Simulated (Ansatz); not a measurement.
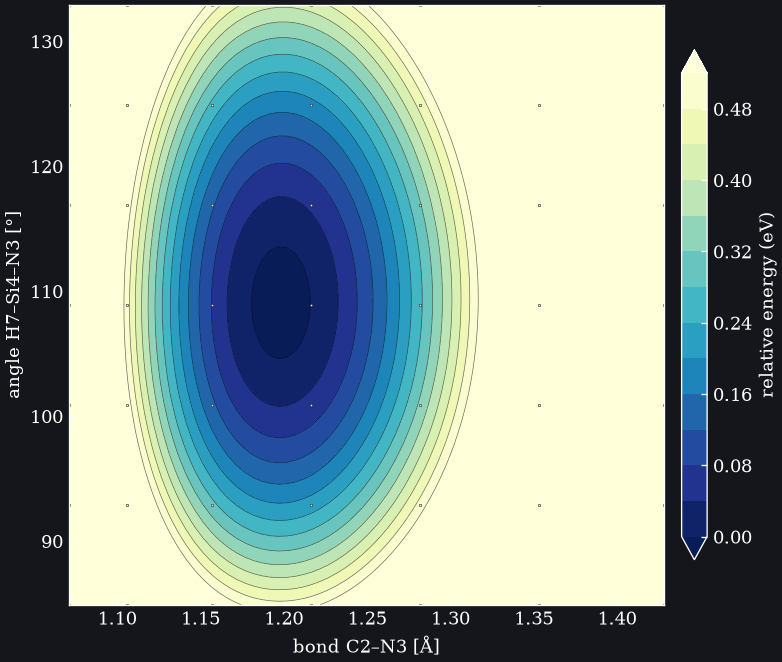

CH₃NOSi, SMILES O=C=N[SiH3]. Two internal coordinates are moved rigidly from the geometry relaxed at PBE0-D4/def2-TZVP, all others fixed. First axis: bond C2–N3. Second axis: angle H7–Si4–N3. The grid has 7 × 7 points. All energies are given in eV relative to the lowest grid point. Level of theory: RHF-CCSD(T), frozen core/def2-TZVPP in Ansatz 0.2.0.

Drawn: filled contours, dots at the grid points, one colour for all values above the top of the scale. Between grid points the surface is interpolated.

**Where is the minimum, and how stiff is the well along each coordinate?**

The interpolated minimum is at bond C2–N3 ≈ 1.198 Å, angle H7–Si4–N3 ≈ 109.1°. The curvatures there are about 98.2 eV/Å² and 5.2 eV/rad², with a cross term of about 0 eV/(Å·rad). Round the minimum the two coordinates are nearly uncoupled.
